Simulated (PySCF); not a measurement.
**C$_{6}$H$_{10}$Si: density, localisation and related maps**

```yaml
atoms:
  - { symbol: C, position_ang: [2.3112, 1.0001, 0.7086] }
  - { symbol: C, position_ang: [2.0240, -0.2579, 0.4236] }
  - { symbol: C, position_ang: [1.2424, -0.7036, -0.7586] }
  - { symbol: Si, position_ang: [-0.5306, -1.2193, -0.2529] }
  - { symbol: C, position_ang: [-1.3906, 0.2626, 0.5358] }
  - { symbol: C, position_ang: [-2.2715, 1.1970, -0.2681] }
  - { symbol: C, position_ang: [-2.8962, 0.4085, 0.5436] }
  - { symbol: H, position_ang: [2.0075, 1.8094, 0.0643] }
  - { symbol: H, position_ang: [2.8630, 1.2764, 1.5911] }
  - { symbol: H, position_ang: [2.3414, -1.0484, 1.0920] }
  - { symbol: H, position_ang: [1.7363, -1.5567, -1.2247] }
  - { symbol: H, position_ang: [1.1948, 0.0975, -1.4968] }
  - { symbol: H, position_ang: [-1.2638, -1.6454, -1.4514] }
  - { symbol: H, position_ang: [-0.4571, -2.3345, 0.7011] }
  - { symbol: H, position_ang: [-0.8606, 0.7126, 1.3783] }
  - { symbol: H, position_ang: [-2.2652, 1.9671, -0.9988] }
  - { symbol: H, position_ang: [-3.7922, 0.0467, 0.9827] }
```

Geometry: GFN2-xTB.

Computed with B3LYP/def2-SVPD, SCF density, gas phase in PySCF 2.14.0.

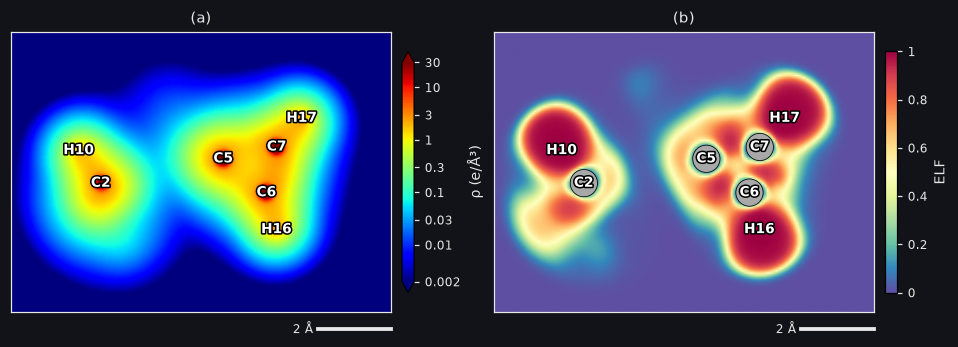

Figure 1. (a) total electron density; (b) ELF on the plane of atoms C6, C7 and H17. Grey discs cover the atomic cores in the ELF map.

**Describe what can be read from this map.**

Atoms in the plane: C and H.
C–C (1.29 Å): ρ is about 2.3 e/Å³ halfway; the ELF peaks at about 0.85 between the atoms; a multiple bond.
C–H (1.06 Å): the density is about 2.1 e/Å³ at the midpoint; the ELF climbs to about 1 towards the hydrogen, as it does in any bond to H: a covalent bond by its length.
C–C (1.52 Å): ρ is about 1.5 e/Å³ halfway; the ELF peaks at about 0.80 between the atoms: localised, covalent bonding.

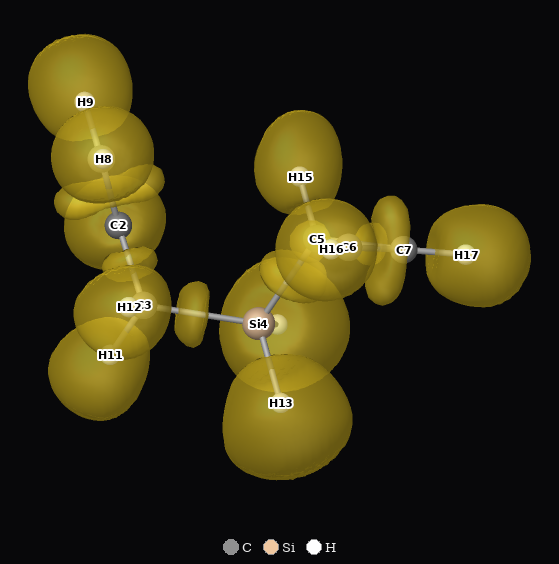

Figure 2. Isosurface of the ELF at 0.85 (yellow), seen at a tilt. Core shells and regions of very low density are left out.

**What do the ELF domains correspond to?**

At this value the surface marks out five regions between bonded C–C atoms (shared pairs), two regions between bonded C–Si atoms (shared pairs) and ten regions around hydrogen nuclei.


 C–Si (1.89 Å): the ELF peaks at about 0.95 between the atoms: a covalent bond.

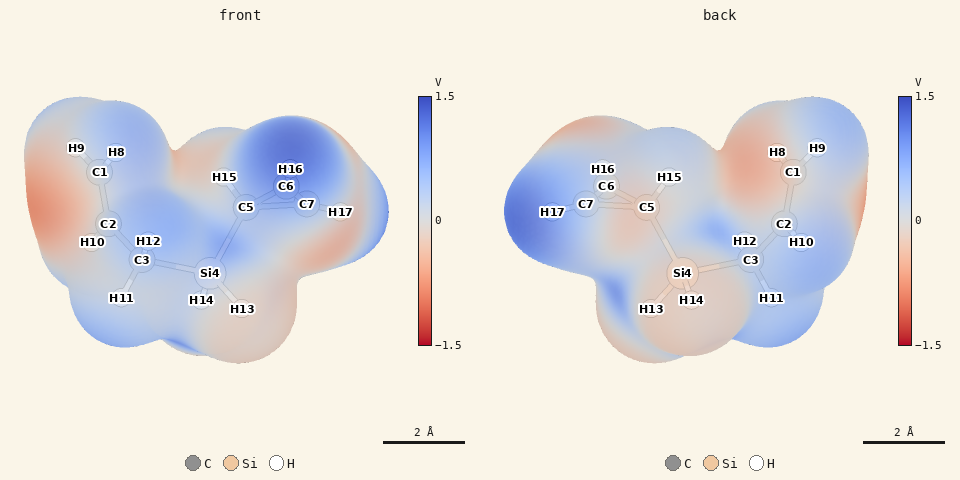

Figure 3. The electrostatic potential painted on the density surface at 0.002 e/bohr³, seen from the front and from behind; red is negative and blue positive.

**Which sites attract a positive test charge, and which a negative one?**

A positive charge is drawn to the negative regions and a negative charge to the positive ones. The most negative region (about −0.8 V) lies over the π face of C1 and C2, the most positive (about +1.2 V) over H16 and H17.

**What dipole moment does the calculation give?**

Its dipole moment is 0.82 D.
